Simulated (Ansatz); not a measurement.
# H3S+ (sulfonium) at 6 levels

Wanted: a comparison of 6 runs (HF/3-21G, CAM-B3LYP/6-31G, PBE/3-21G, PBE0/6-31G, UPBE/6-31G, BCCD(T)/6-31G) of H3S+ (sulfonium). 

Program for the calculation: Ansatz 0.2.0.

9 further runs of the same task are left out: 7 that didn't finish, 2 set aside as unsound or not needed.

## (1) The structure to begin with

H3S+: 4 atoms, total charge +1, spin state singlet. As SMILES, `[SH3+]`. The H2–S1 distance was set to 1.694 Å, away from the relaxed value.

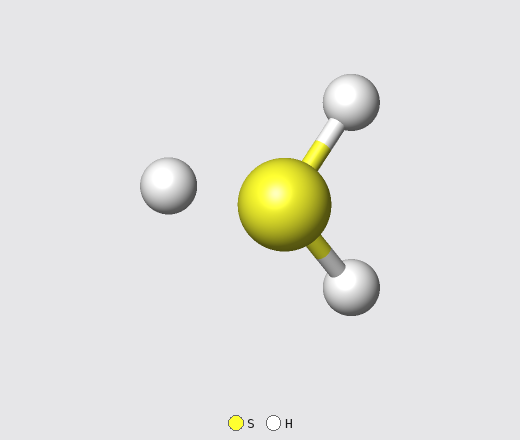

The structure, seen from a chosen angle (sulfur yellow, hydrogen white).

## (2) A single-point energy at HF/3-21G (run 1)

Input file input.yaml:

```yaml
crystal:
  periodic: [false, false, false]
  atoms:
    - {symbol: S, position_ang: [0.165024, -0.196365, -0.741017]}
    - {symbol: H, position_ang: [0.848020, 0.280920, 0.734350]}
    - {symbol: H, position_ang: [-0.630746, -1.133385, -0.170037]}
    - {symbol: H, position_ang: [-0.792096, 0.762465, -0.708507]}
basis:
  gaussian: {orbitals: 3-21G.json}
total_charge: 1
hamiltonian: {xc: hf}
accuracy: high
```

The basis set 3-21G is read from a file made from the Basis Set Exchange's data (not shown).

Started as:

```
$ ansatz run input.yaml --threads 1 --pin off --max-ram 2610MiB --events-out events.jsonl --progress --plain --runs-dir runs
```

Log:

```text
Warning: RAYON_NUM_THREADS=1 ignored (pool sized by the plan → 1); use --threads N
Functional definition: HF
  name "HF"
  exchange = exact_x
  correlation = 0
362 factors; integrals over basis functions are off by at most 4.5e-9 eV
mean field evaluation 1: about -10799.7692 eV, gradient 1.6e1 eV
mean field evaluation 2: about -10799.7629 eV, gradient 1.6e1 eV
mean field evaluation 4: about -10800.7770 eV, gradient 7.2e-1 eV
mean field evaluation 8: about -10800.7798 eV, gradient 8.0e-6 eV
mean field -10800.77976189 eV, -396.9213352179 hartree, gradient 2.2e-8 eV, S^2 0.000000; 0 other end points of the search recorded, 0 dependent functions left out
reference -10800.77976189 eV, -396.9213352179 hartree; 9, 9 occupied and 10, 10 virtual orbitals, 362 factors
Total energy: -10800.77976189 eV, -396.9213352179 hartree
```

Run time: 0.08 s. Hardware: 1 thread of Arm Neoverse V2, shared host.

## (3) A single-point energy at CAM-B3LYP/6-31G (run 2)

Input file molecule.yaml:

```yaml
crystal:
  periodic: [false, false, false]
  atoms:
    - {symbol: S, position_ang: [0.165024, -0.196365, -0.741017]}
    - {symbol: H, position_ang: [0.848020, 0.280920, 0.734350]}
    - {symbol: H, position_ang: [-0.630746, -1.133385, -0.170037]}
    - {symbol: H, position_ang: [-0.792096, 0.762465, -0.708507]}
basis:
  gaussian:
    orbitals: 6-31G
hamiltonian:
  xc: {name: CAM-B3LYP}
total_charge: 1
accuracy: high
```

Started as:

```
$ ansatz run molecule.yaml --threads 1 --pin off --max-ram 2610MiB --events-out events.jsonl --progress --plain --runs-dir runs
```

Log:

```text
Warning: RAYON_NUM_THREADS=1 ignored (pool sized by the plan → 1); use --threads N
Functional definition: CAM-B3LYP
  name "CAM-B3LYP"
  parameter alpha = 0.19
  parameter beta = 0.46
  parameter omega = 0.33/bohr
  parameter ac = 0.81
  exchange = (1 - alpha - beta)*b88_x + beta*b88_x_sr(omega) + alpha*exact_x + beta*exact_x_lr(omega)
  correlation = (1 - ac)*vwn5_c + ac*lyp_c
409 factors; integrals over basis functions are off by at most 3.3e-9 eV
172 factors; integrals over basis functions are off by at most 2.2e-9 eV
mean field evaluation 1: about -10870.9519 eV, gradient 2.2e1 eV
mean field evaluation 2: about -10871.7180 eV, gradient 1.9e1 eV
mean field evaluation 4: about -10872.8431 eV, gradient 7.2e-2 eV
mean field evaluation 8: about -10872.8316 eV, gradient 4.0e-4 eV
mean field -10872.83163448 eV, -399.5691926971 hartree, gradient 4.7e-8 eV, S^2 0.000000; 0 other end points of the search recorded, 0 dependent functions left out
reference -10872.83164725 eV, -399.5691931663 hartree; 9, 9 occupied and 10, 10 virtual orbitals, 409 factors
Total energy: -10872.83164725 eV, -399.5691931663 hartree
```

Wall time 0.79 s (1 thread of Arm Neoverse V2, shared host).

Runs 3 to 5 aren't shown in full; the table further down has their settings and results.

## (4) A single-point energy at BCCD(T)/6-31G (run 6)

Input file job.yaml:

```yaml
crystal:
  periodic: [false, false, false]
  atoms:
    - symbol: S
      position_ang: [0.165024, -0.196365, -0.741017]
    - symbol: H
      position_ang: [0.848020, 0.280920, 0.734350]
    - symbol: H
      position_ang: [-0.630746, -1.133385, -0.170037]
    - symbol: H
      position_ang: [-0.792096, 0.762465, -0.708507]
basis:
  gaussian:
    orbitals: 6-31G
total_charge: 1
magnetization:
  spin_polarized: false
  initial_magnetization: 0
correlation:
  method: bccd_t
  frozen_orbitals: {H: 0, S: 5}
accuracy: high
scf:
  omitted_lower_state_checks: [cluster_reference, increment]
```

Started as:

```
$ ansatz run job.yaml --threads 1 --pin off --max-ram 2610MiB --events-out events.jsonl --progress --plain --runs-dir runs
```

Log (excerpt; [...] marks lines left out):

```text
Warning: RAYON_NUM_THREADS=1 ignored (pool sized by the plan → 1); use --threads N
[... 2 set-up lines as earlier in the session ...]
[...]
409 factors; integrals over basis functions are off by at most 3.3e-9 eV
[...]
mean field -10853.14248988 eV, -398.8456299790 hartree, gradient 2.2e-8 eV, S^2 0.000000; 0 other end points of the search recorded, 0 dependent functions left out
5 core orbitals not correlated: weight in the atoms' cores, before any rotation towards them, 1.000 or more for the frozen orbitals, at most 0.000 for the correlated occupied ones
reference -10853.14248988 eV, -398.8456299790 hartree; 4, 4 occupied and 10, 10 virtual orbitals, 409 factors
second order -1.95246850 eV of doubles, -0.00000000 eV of singles
cycle   1  -2.34544974 eV  change   -3.9e-1 eV  update   5.8e-2
[...]
cycle  20  -2.57586178 eV  change  -2.3e-10 eV  update  3.7e-10
perturbative correction -0.02153025 eV, -0.0007912220 hartree
Total energy: -10855.73988191 eV, -398.9410823754 hartree
Checks for a lower state left out: cluster_reference, increment
```

It took 0.2 s on 1 thread of Arm Neoverse V2, shared host.

## (5) Overview of the runs

```csv
run,level,frozen core orbitals,energy (Eh),wall time
1,HF/3-21G,–,-396.921335,0.08 s
2,CAM-B3LYP/6-31G,–,-399.569193,0.79 s
3,PBE/3-21G,–,-397.451529,0.54 s
4,PBE0/6-31G,–,-399.423708,0.6 s
5,UPBE/6-31G,–,-399.397574,0.95 s
6,BCCD(T)/6-31G,5,-398.941082,0.2 s
```

## (6) Results

| quantity | value |
| --- | --- |
| run 6: total energy | -398.94108 Eh |
| run 6: correlation energy (5 core orbitals frozen) | -95.5 mEh |
| run 6: (T) correction | -0.79 mEh |

**Reading.** Totals of different functionals can't be ranked against each other. All runs together took 3.2 s, the longest 0.95 s.
